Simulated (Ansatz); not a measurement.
# B2NH5 (SMILES BNB): functionals against CCSD(T) at one geometry

How do the functionals fare away from a minimum? The structure is a structure displaced at random from a GFN2-xTB minimum.

The runs use Ansatz 0.2.0, Gaussian basis; single points in def2-TZVPP.

Correlated methods freeze the cores.

## 1. Starting geometry

SMILES `BNB`, 8 atoms, charge 0, spin multiplicity 1.

Atoms are counted from 1 here; the program's logs count them from 0.

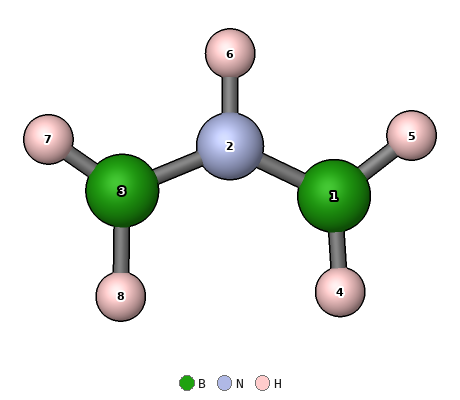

As it starts; boron green, nitrogen light blue, hydrogen pink; atoms are numbered from 1 in the order of the file.

As a file:

```xyz
8
B2H5N
B    -0.79600    0.63240   -0.70800
N     0.24900    0.31780    0.12810
B     0.75740   -0.90300    0.59160
H    -1.47120   -0.20020   -1.08830
H    -0.91970    1.75420   -0.99740
H     0.81470    1.17900    0.50240
H     1.57000   -0.97030    1.27720
H     0.02690   -1.86910    0.27030
```

## 2. CCSD(T)/def2-TZVPP

Contents of run/in.yaml:

```yaml
crystal:
  periodic: [false, false, false]
  atoms:
    - {symbol: B, position_ang: [-0.796000, 0.632400, -0.708000]}
    - {symbol: N, position_ang: [0.249000, 0.317800, 0.128100]}
    - {symbol: B, position_ang: [0.757400, -0.903000, 0.591600]}
    - {symbol: H, position_ang: [-1.471200, -0.200200, -1.088300]}
    - {symbol: H, position_ang: [-0.919700, 1.754200, -0.997400]}
    - {symbol: H, position_ang: [0.814700, 1.179000, 0.502400]}
    - {symbol: H, position_ang: [1.570000, -0.970300, 1.277200]}
    - {symbol: H, position_ang: [0.026900, -1.869100, 0.270300]}
basis:
  gaussian: {orbitals: def2-TZVPP}
correlation: {method: ccsd_t}
output: {forces: true}
```

The command line of these runs was not kept.

## 3. PBE0-D4/def2-TZVPP

run/in.yaml: that of step 2 with these lines changed.

```diff
@@ -13,3 +13,3 @@
   gaussian: {orbitals: def2-TZVPP}
-correlation: {method: ccsd_t}
-output: {forces: true}
+hamiltonian: {xc: pbe0, dispersion: d4}
+output: {forces: true, orbitals: {seedname: orbitals}}
```

## 4. wB97M-V/def2-TZVPP

run/in.yaml: that of step 3 with these lines changed.

```diff
@@ -13,3 +13,3 @@
   gaussian: {orbitals: def2-TZVPP}
-hamiltonian: {xc: pbe0, dispersion: d4}
-output: {forces: true, orbitals: {seedname: orbitals}}
+hamiltonian: {xc: {name: wB97M-V}}
+output: {forces: true}
```

## 5. r2SCAN-D4/def2-TZVPP

run/in.yaml: that of step 4 with these lines changed.

```diff
@@ -13,3 +13,3 @@
   gaussian: {orbitals: def2-TZVPP}
-hamiltonian: {xc: {name: wB97M-V}}
+hamiltonian: {xc: r2scan, dispersion: d4}
 output: {forces: true}
```

## 6. PBE-D4/def2-TZVPP

run/in.yaml: that of step 5 with these lines changed.

```diff
@@ -13,3 +13,3 @@
   gaussian: {orbitals: def2-TZVPP}
-hamiltonian: {xc: r2scan, dispersion: d4}
+hamiltonian: {xc: pbe, dispersion: d4}
 output: {forces: true}
```

## 7. HSE06-D4/def2-TZVPP

run/in.yaml: that of step 6 with these lines changed.

```diff
@@ -13,3 +13,3 @@
   gaussian: {orbitals: def2-TZVPP}
-hamiltonian: {xc: pbe, dispersion: d4}
+hamiltonian: {xc: hse06, dispersion: d4}
 output: {forces: true}
```

## 8. BHLYP-D4/def2-TZVPP

run/in.yaml: that of step 7 with these lines changed.

```diff
@@ -13,3 +13,3 @@
   gaussian: {orbitals: def2-TZVPP}
-hamiltonian: {xc: hse06, dispersion: d4}
+hamiltonian: {xc: {name: BHLYP}, dispersion: d4}
 output: {forces: true}
```

(Steps that only read results are left out.)

Q: Predict the outcome of this session. Wanted: energy less free atoms, CCSD(T)/def2-TZVPP; RMS force component; RMS force error; HOMO and LUMO, PBE0-D4; T1 diagnostic.

The runs gave:

| quantity | value |
| --- | --- |
| energy less free atoms, CCSD(T)/def2-TZVPP | -28.777 eV |
| RMS force component | 1.816 to 1.906 eV/Å over the methods |
| RMS force error | PBE0-D4 0.143, wB97M-V 0.092, r2SCAN-D4 0.118, PBE-D4 0.171, HSE06-D4 0.143, BHLYP-D4 0.193 eV/Å |
| HOMO and LUMO, PBE0-D4 | -9.07 and -1.37 eV |
| T1 diagnostic | 0.011 |

In words: Against CCSD(T) the functionals' energies less atoms differ by -1.248 to -0.630 eV, PBE-D4 by -1.248 eV. A larger basis would deepen the CCSD(T) value, while the functionals are nearly converged already, so the order here is not reliable. The forces of wB97M-V come nearest to CCSD(T), those of BHLYP-D4 are farthest. Frozen-core CCSD(T) forces in triple zeta carry basis errors of their own, and this is one geometry, so small gaps rank nothing.
